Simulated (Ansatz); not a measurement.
C₉H₁₇HfNO (SMILES C[O][Hf]1234([CH3])([N](C)C)[CH]5[CH]1[CH]2[CH]3[CH]54)

The calculation's input:

```
crystal:
  periodic: [false, false, false]
  atoms:
    - {symbol: C, position_ang: [2.355845, 1.785040, 1.764407]}
    - {symbol: O, position_ang: [1.271175, 1.156240, 1.179032]}
    - {symbol: Hf, position_ang: [-0.016418, -0.031414, 0.375175]}
    - {symbol: C, position_ang: [-1.851328, 0.370619, 1.617599]}
    - {symbol: N, position_ang: [-0.544412, 0.775127, -1.429286]}
    - {symbol: C, position_ang: [-0.862726, 0.287669, -2.742233]}
    - {symbol: C, position_ang: [-0.644693, 2.219478, -1.377859]}
    - {symbol: C, position_ang: [-0.607215, -2.438996, 0.931619]}
    - {symbol: C, position_ang: [0.694552, -2.208033, 1.427407]}
    - {symbol: C, position_ang: [1.552520, -2.001803, 0.326102]}
    - {symbol: C, position_ang: [0.780223, -2.102768, -0.851050]}
    - {symbol: C, position_ang: [-0.552850, -2.376746, -0.475716]}
    - {symbol: H, position_ang: [2.780457, 2.538687, 1.090723]}
    - {symbol: H, position_ang: [2.056851, 2.288535, 2.690781]}
    - {symbol: H, position_ang: [3.147339, 1.066139, 2.010360]}
    - {symbol: H, position_ang: [-2.750527, -0.124947, 1.236406]}
    - {symbol: H, position_ang: [-1.732492, 0.070514, 2.665468]}
    - {symbol: H, position_ang: [-2.054188, 1.449615, 1.615566]}
    - {symbol: H, position_ang: [-1.886156, 0.563856, -3.038779]}
    - {symbol: H, position_ang: [-0.787940, -0.799054, -2.790094]}
    - {symbol: H, position_ang: [-0.187473, 0.704956, -3.505894]}
    - {symbol: H, position_ang: [-1.664763, 2.562985, -1.604330]}
    - {symbol: H, position_ang: [-0.388609, 2.603925, -0.384156]}
    - {symbol: H, position_ang: [0.035731, 2.701166, -2.096487]}
    - {symbol: H, position_ang: [-1.489280, -2.619396, 1.526429]}
    - {symbol: H, position_ang: [0.980075, -2.174059, 2.469297]}
    - {symbol: H, position_ang: [2.610334, -1.787335, 0.375369]}
    - {symbol: H, position_ang: [1.147136, -1.982082, -1.859678]}
    - {symbol: H, position_ang: [-1.391168, -2.497917, -1.146189]}
basis:
  gaussian: {orbitals: def2-TZVPP}
hamiltonian: {xc: pbe0, dispersion: d4}
output: {orbitals: {seedname: orbitals}}
```

Launched as:

```sh
ansatz run in.yaml --threads 11 --pin off --events-out ev --progress --plain --max-ram 174080MiB --backend cuda --devices 0, --max-vram 75GiB
```

Geometry: PBE0-D4/def2-TZVP; core potentials replace the inner electrons of Hf.

Method: Ansatz, RKS PBE0-D4/def2-TZVPP.

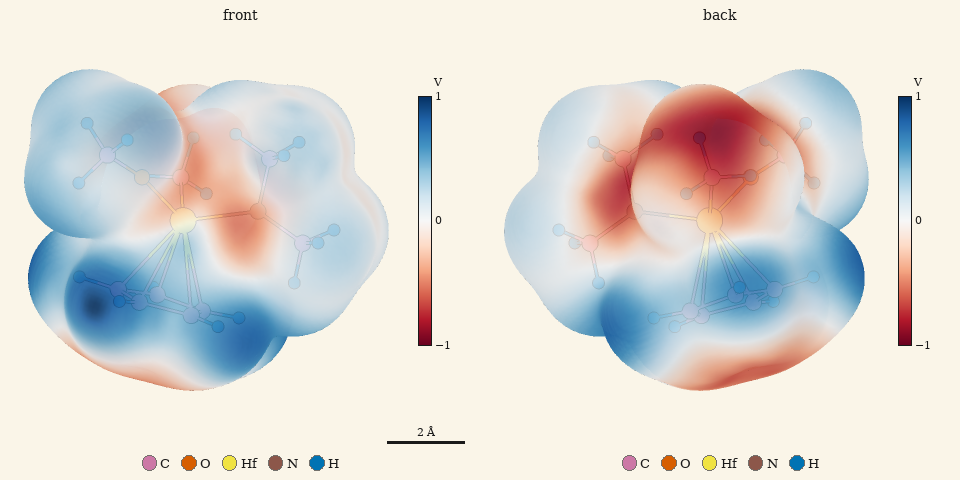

Figure 1. The electrostatic potential painted on the density surface at 0.001 e/bohr³, seen from the front and from behind; the colour scale runs from red (negative) to blue (positive).

Which sites attract a positive test charge, and which a negative one?

Answer. A positive charge is drawn to the negative regions and a negative charge to the positive ones. The most negative region (about −0.9 V, or −21 kcal/mol for a unit charge) lies over C4, the most positive (about +0.8 V, or +18 kcal/mol for a unit charge) over H26, H27 and H28.

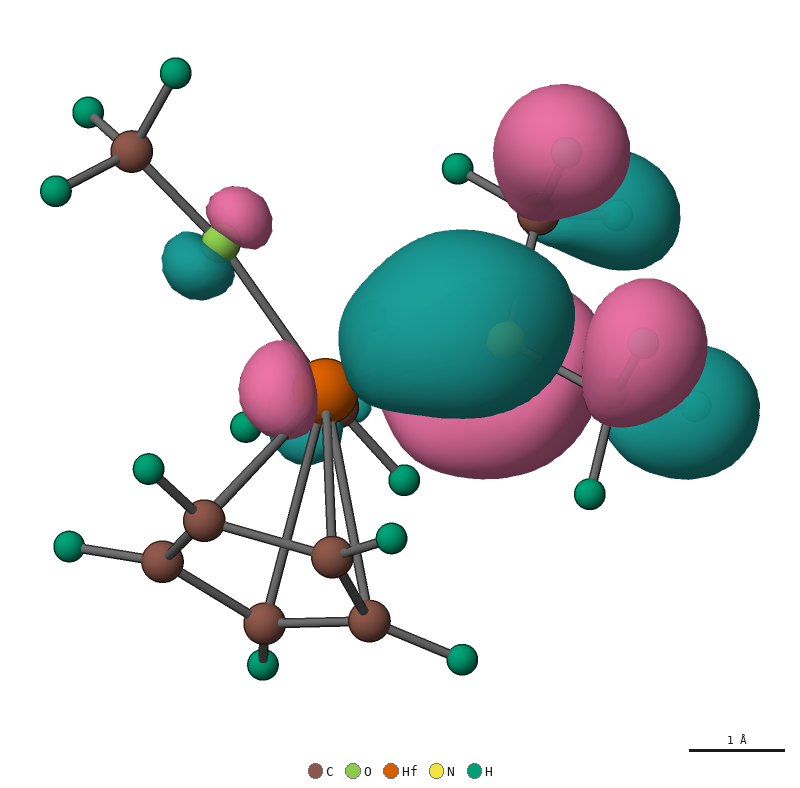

Figure 2. The HOMO at ±0.1 Å⁻³ᐟ² (teal and pink are the two phases), seen across its widest extent.

Where does this orbital lie, and at what energy?

Answer. Its weight (Hirshfeld) is mainly on N5 (about 50 %), Hf3 (about 10 %), C6 (about 10 %) and C7 (about 10 %). Its energy is −6.05 eV.

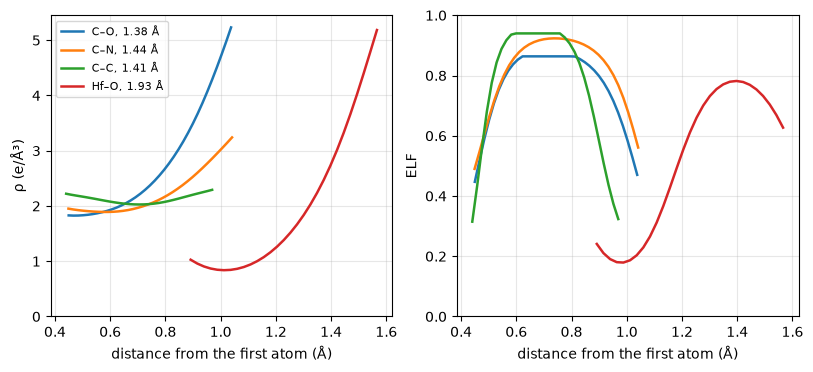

Figure 3. Electron density and electron localisation function along straight lines between neighbouring atoms. The curves leave out the atomic cores.

Compare the contacts.

Answer. C–O (1.38 Å): ρ at the midpoint is about 2.2 e/Å³, with its minimum of 1.8 e/Å³ about 0.5 Å from C; the ELF peaks at about 0.85 between the atoms; a polar covalent bond.
C–N (1.44 Å): ρ at the midpoint is about 2 e/Å³; the ELF peaks at about 0.90 between the atoms; a shared electron pair.
C–C (1.41 Å): the density is about 2 e/Å³ at the midpoint; the ELF peaks at about 0.95 between the atoms: a covalent bond.
Hf–O (1.93 Å): the density is about 0.87 e/Å³ at the midpoint; the ELF peaks at about 0.80 in the valence shell of O, 0.5 Å from its nucleus, and drops to about 0.20 between the two atoms.

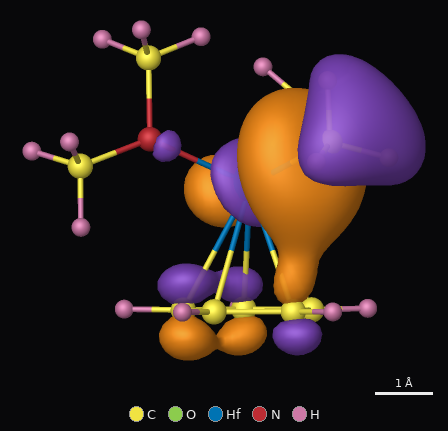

Figure 4. The HOMO−1 at ±0.1 Å⁻³ᐟ² (orange and purple are the two phases), seen at an oblique angle.

What is the character of this orbital?

Answer. By Hirshfeld shares it lies mainly on C4 (about 50 %) and Hf3 (about 25 %). Its energy is −6.83 eV.
